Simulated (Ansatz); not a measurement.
**CH₇NOSi (SMILES NCO[SiH3]): density, localisation and related maps**

```csv
atom,x (Å),y (Å),z (Å)
N,-1.7965,1.0998,-0.2236
C,-0.8621,0.1654,0.2873
O,0.3806,0.1893,-0.4161
Si,1.6488,-0.7853,-0.0399
H,-2.0098,0.9107,-1.1943
H,-1.4430,2.0453,-0.1558
H,-1.2926,-0.8401,0.2166
H,-0.6780,0.3909,1.3441
H,2.1060,-0.5548,1.3599
H,2.7351,-0.4551,-0.9909
H,1.2770,-2.2232,-0.1667
```

Geometry: PBE0-D4/def2-TZVP.

All numbers below come from Ansatz 0.2.0, RKS PBE0-D4/def2-TZVPP.

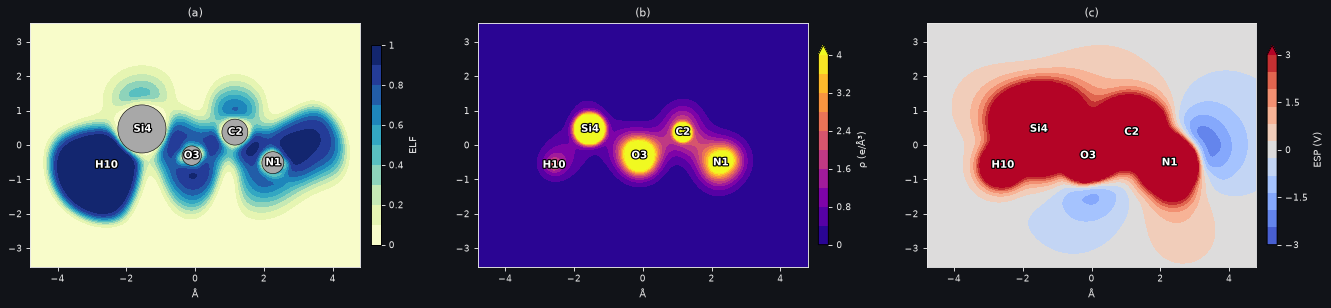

Figure 1. (a) electron localisation function; (b) total electron density; (c) electrostatic potential on the plane of atoms C2, O3 and Si4. Grey discs cover the atomic cores in the ELF map.

What does the map show?

- The section cuts through N, C, O, Si and H sites.
- C–N (1.42 Å): the density is about 2.1 e/Å³ at the midpoint; the ELF peaks at about 0.95 between the atoms, as expected for a shared electron pair.
- C–O (1.43 Å): the density is about 2 e/Å³ at the midpoint, with its minimum of 1.7 e/Å³ about 0.5 Å from C; the ELF peaks at about 0.85 between the atoms (a polar covalent bond).
- Si–O (1.64 Å): the density is about 1.2 e/Å³ at the midpoint; the ELF peaks at about 0.85 between the atoms; a polar covalent bond.
- Si–H (1.48 Å): the density is about 0.83 e/Å³ at the midpoint; the ELF climbs to about 1 towards the hydrogen, as it does in any bond to H.
- The ELF also peaks beside O3 and N1, away from the bonds: lone-pair regions.
- Outside the dense part of the molecule the potential is most negative (−2.2 V) near N1.

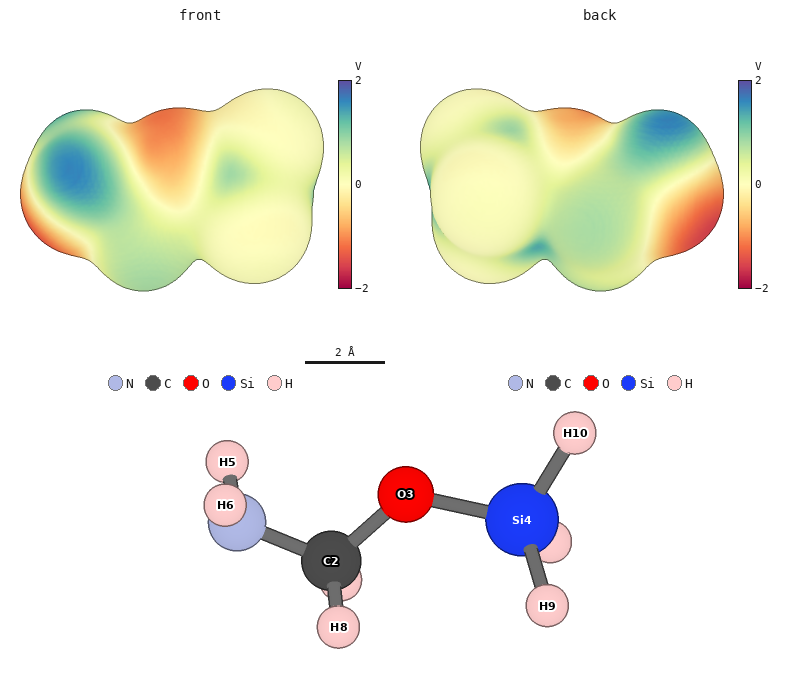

Figure 2. The electrostatic potential painted on the density surface at 0.002 e/bohr³, seen from the front and from behind; red is negative and blue positive. The bare structure is drawn below in the same view.

Where is the surface potential most negative and most positive?

The most negative region (about −1.5 V) lies over N1, the most positive (about +1.6 V) over H5 and H6. N1 is the likeliest acceptor of a hydrogen bond.

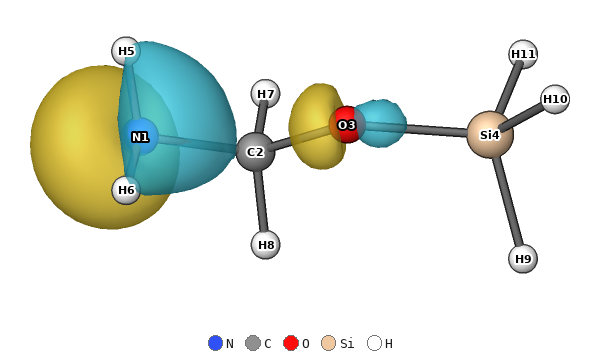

Figure 3. The HOMO at ±0.2 Å⁻³ᐟ² (yellow and cyan are the two phases), seen from one side.

What is the character of this orbital?

Its weight (Hirshfeld) is mainly on N1 (about 70 %), C2 (about 5 %) and O3 (about 5 %); largely a lone pair of N1. Its energy is −7.68 eV.
